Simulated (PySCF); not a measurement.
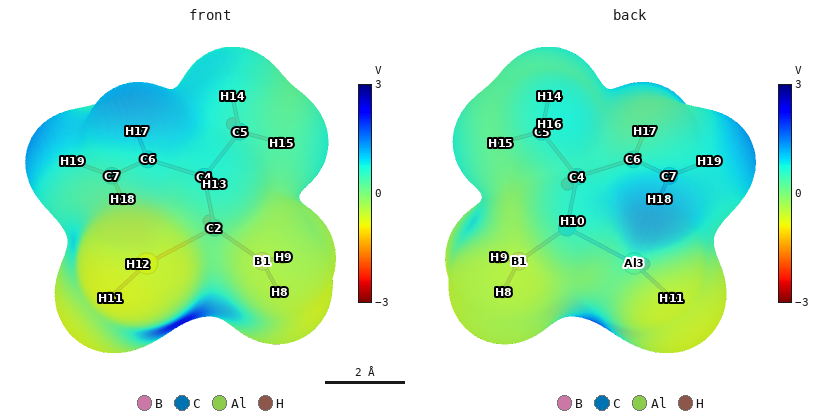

The picture shows: C5H12AlB. The electrostatic potential painted on the density surface at 0.002 e/bohr³, seen from the front and from behind; the colour scale runs from red (negative) to blue (positive).

Geometry: GFN2-xTB.

These are results of PBE0/pcSseg-1, SCF density, gas phase, non-relativistic (PySCF 2.14.0), not measurements.

```xyz
19

B    -1.6255   -1.7038   -0.4123
C    -0.4501   -0.7340   -0.4676
Al   -1.0305    1.0337   -1.3016
C     0.0398   -0.0860    0.8392
C     0.9142   -1.0484    1.6524
C     0.7786    1.2000    0.6207
C     1.3011    1.6007   -0.5387
H    -1.8055   -2.4569   -1.2956
H    -2.3775   -1.6928    0.4912
H     0.3990   -1.0933   -1.0682
H    -0.8276    1.4509   -2.7780
H    -1.9557    1.9385   -0.4412
H    -0.8381    0.1601    1.4529
H     1.2587   -0.5811    2.5737
H     0.3435   -1.9394    1.9005
H     1.7844   -1.3449    1.0697
H     0.8777    1.8339    1.4945
H     1.3589    0.9440   -1.4012
H     1.8449    2.5280   -0.6214
```

**Which sites attract a positive test charge, and which a negative one?**

A positive charge is drawn to the negative regions and a negative charge to the positive ones. The most negative region (about −0.8 V) lies over H12, the most positive (about +2.3 V) over Al3.
